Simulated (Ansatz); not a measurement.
## Fields on a plane of PbSe (rock salt)

```
CELL_PARAMETERS angstrom
      0.00000     3.08901     3.08901
      3.08901     0.00000     3.08901
      3.08901     3.08901     0.00000
ATOMIC_POSITIONS crystal
  Se 0.00000 0.00000 0.00000
  Pb 0.50000 0.50000 0.50000
```

The slice is a {111} plane (indices of the conventional cell) through the point (0.500, 0.500, 0.500) (fractional), spanned by u = [100] and v = [-1 2 0] in vectors of this cell: u (4.37 Å) and v (7.57 Å, at 90° to u). It covers one period; positions are fractions (u, v).

Atoms on it: Pb at (0.00, 0.00); Pb at (0.50, 0.50).

Level of theory: r2SCAN (plane waves to 500 eV, PAW, scalar-relativistic; Ansatz, a quantum-chemistry and plane-wave program). k mesh 9×9×9. These are valence fields of a PAW run, semicore shells included where kept as valence: close to a nucleus they are smooth pseudo fields. PbSe was relaxed with its symmetry unable to fall. Spin-orbit coupling is left out, though Pb is heavy.

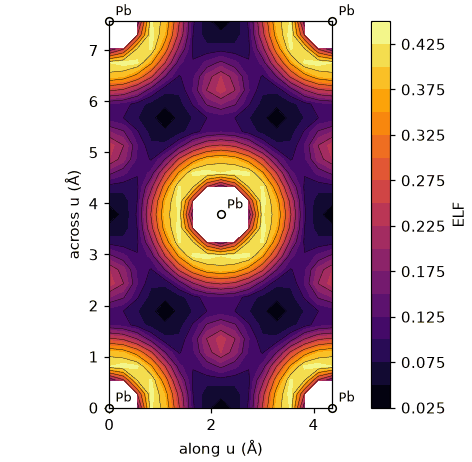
Fig. 1. Electron localisation function (ELF), one period of the plane, atoms marked. Points within 0.5 Å of a nucleus are left white, as the pseudised field means little there.

```tsv
v \ u	0.00	0.12	0.25	0.38	0.50	0.62	0.75	0.88
0.96	0.9	0.5	-0.4	-1.1	-1.3	-1.1	-0.4	0.5
0.86	-0.3	-0.6	-1.0	-1.2	-1.2	-1.2	-1.0	-0.6
0.75	-1.2	-1.3	-1.4	-1.3	-1.2	-1.3	-1.4	-1.3
0.64	-1.2	-1.2	-1.0	-0.6	-0.3	-0.6	-1.0	-1.2
0.54	-1.3	-1.1	-0.4	0.5	0.9	0.5	-0.4	-1.1
0.43	-1.3	-1.2	-0.6	0.2	0.6	0.2	-0.6	-1.2
0.32	-1.2	-1.3	-1.2	-0.9	-0.8	-0.9	-1.2	-1.3
0.21	-1.1	-1.2	-1.3	-1.3	-1.2	-1.3	-1.3	-1.2
0.11	0.2	-0.1	-0.8	-1.2	-1.3	-1.2	-0.8	-0.1
0.00	1.0	0.6	-0.4	-1.1	-1.4	-1.1	-0.4	0.6
```

Values: log₁₀ of the valence density in e/Å³. The scale is logarithmic, as a density can span decades between atoms and voids.
